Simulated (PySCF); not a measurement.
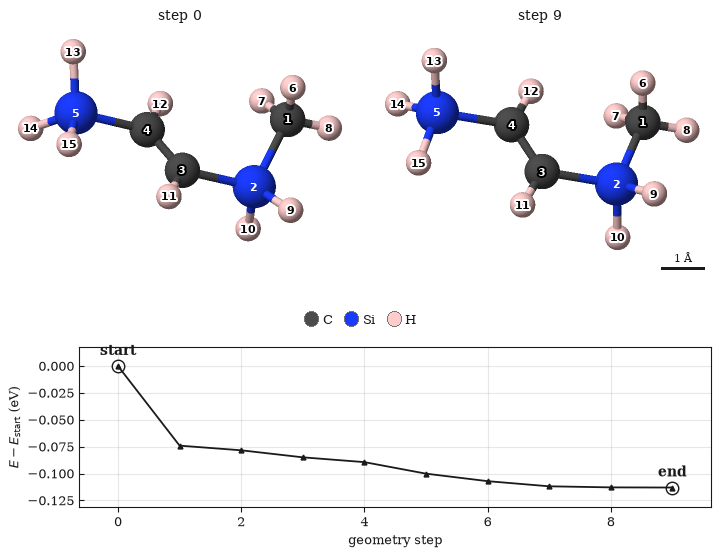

First and last geometry of a relaxation of C3H10Si2, with the history of the run. The picture is a ball-and-stick view, seen at a tilt.

The start comes from GFN2-xTB.

Method: PBE0-D3(BJ)/def2-SVP geometry optimisation, gas phase in PySCF 2.14.0, density-fitted response routines. 

**Read the history and describe the run.**

It converged. H15 moves most after the best rigid fit: 0.68 Å. By element the largest moves are H 0.68 Å, C 0.23 Å, Si 0.15 Å. Near-neighbour distances that change, for instance: Si5–H15 1.464 → 1.495 Å, Si2–H10 1.471 → 1.499 Å, C1–Si2 1.898 → 1.877 Å, C3–H11 1.085 → 1.101 Å. Among the angles between lasting bonds that change: C4–Si5–H13 108.6° → 110.8°. Groups turn about Si2–C3 by about 30°. The energy falls by 0.113 eV in 9 geometry steps. The run took about 80 core-seconds on a shared host.

| step | E − E(0), eV |
| --- | --- |
| 0 | 0.0000 |
| 1 | -0.0740 |
| 2 | -0.0784 |
| 3 | -0.0849 |
| 4 | -0.0894 |
| 5 | -0.1001 |
| 6 | -0.1071 |
| 7 | -0.1118 |
| 8 | -0.1128 |
| 9 | -0.1130 |
